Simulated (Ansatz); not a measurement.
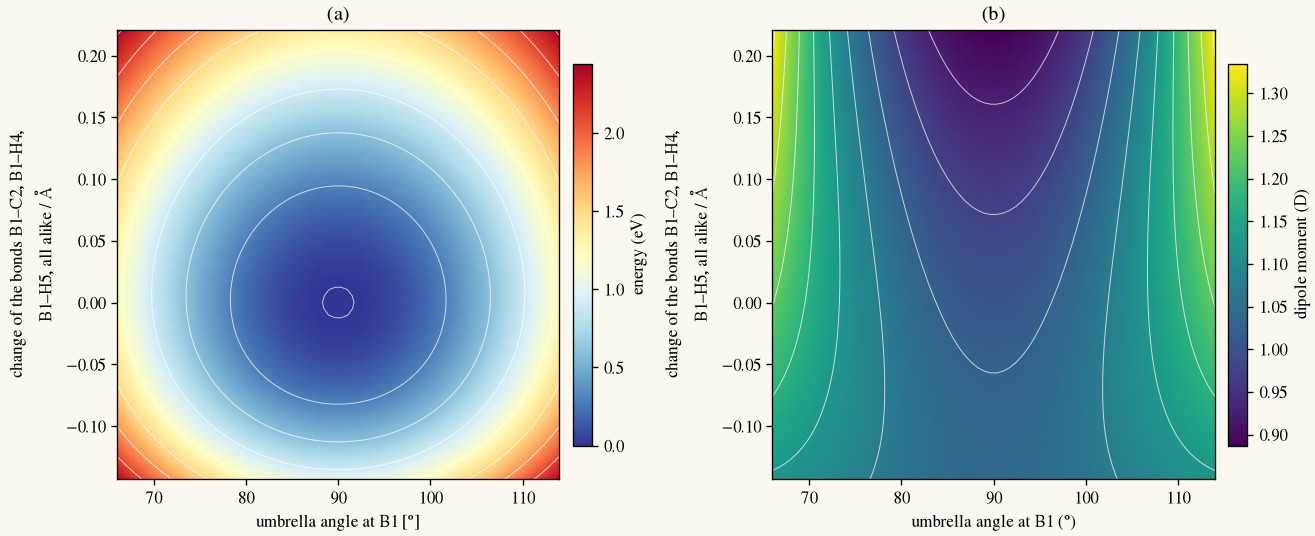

CH₃BCl, SMILES B[CH]Cl, spin multiplicity 2. Coordinates scanned: (1) umbrella angle at B1 (between each of its bonds and their common axis; 90 is planar); (2) change of the bonds B1–C2, B1–H4, B1–H5, all alike. Nothing is relaxed (all other coordinates rigid). The scan uses a 15 × 15 grid; 120 points were computed and 105 follow by symmetry. Points are written as (first, second). Energies are in eV, from the lowest grid point. Level of theory: UKS PBE0-D4/def2-TZVP (Ansatz 0.2.0).

Panel (a) is the energy and panel (b) the computed dipole moment on the same grid.

In the figure: a smooth colour map with a few white contour lines. Between grid points the surface is interpolated.

Question: How does the dipole moment vary over the map, and what is it at the lowest grid point?

Answer: Leaving out the highest fifth of the energies, it runs from 0.89 D at (90.0°, 0.221 Å) to 1.28 D at (66.0°, 0.091 Å). At the lowest grid point, (90.0°, 0.013 Å), it is 1.00 D.

```tsv
second ↓, first →	66.0	69.4	72.9	76.3	79.7	83.1	86.6	90.0	93.4	96.9	100.3	103.7	107.1	110.6	114.0
0.221	1.33	1.21	1.11	1.03	0.97	0.92	0.90	0.89	0.90	0.92	0.97	1.03	1.11	1.21	1.33
0.195	1.32	1.21	1.11	1.04	0.98	0.94	0.91	0.90	0.91	0.94	0.98	1.04	1.11	1.21	1.32
0.169	1.31	1.21	1.12	1.05	0.99	0.95	0.93	0.92	0.93	0.95	0.99	1.05	1.12	1.21	1.31
0.143	1.30	1.20	1.12	1.06	1.01	0.97	0.94	0.94	0.94	0.97	1.01	1.06	1.12	1.20	1.30
0.117	1.29	1.20	1.13	1.07	1.02	0.98	0.96	0.95	0.96	0.98	1.02	1.07	1.13	1.20	1.29
0.091	1.28	1.20	1.13	1.07	1.03	0.99	0.97	0.96	0.97	0.99	1.03	1.07	1.13	1.20	1.28
0.065	1.26	1.19	1.13	1.08	1.04	1.00	0.98	0.98	0.98	1.00	1.04	1.08	1.13	1.19	1.26
0.039	1.25	1.19	1.13	1.08	1.04	1.02	1.00	0.99	1.00	1.02	1.04	1.08	1.13	1.19	1.25
0.013	1.23	1.18	1.13	1.09	1.05	1.02	1.01	1.00	1.01	1.02	1.05	1.09	1.13	1.18	1.23
−0.013	1.22	1.17	1.13	1.09	1.06	1.03	1.02	1.01	1.02	1.03	1.06	1.09	1.13	1.17	1.22
−0.039	1.20	1.16	1.12	1.09	1.06	1.04	1.02	1.02	1.02	1.04	1.06	1.09	1.12	1.16	1.20
−0.065	1.18	1.15	1.12	1.09	1.06	1.04	1.03	1.03	1.03	1.04	1.06	1.09	1.12	1.15	1.18
−0.091	1.16	1.14	1.11	1.09	1.06	1.05	1.04	1.03	1.04	1.05	1.06	1.09	1.11	1.14	1.16
−0.117	1.14	1.12	1.10	1.08	1.06	1.05	1.04	1.04	1.04	1.05	1.06	1.08	1.10	1.12	1.14
−0.143	1.12	1.11	1.09	1.08	1.06	1.05	1.04	1.04	1.04	1.05	1.06	1.08	1.09	1.11	1.12
```
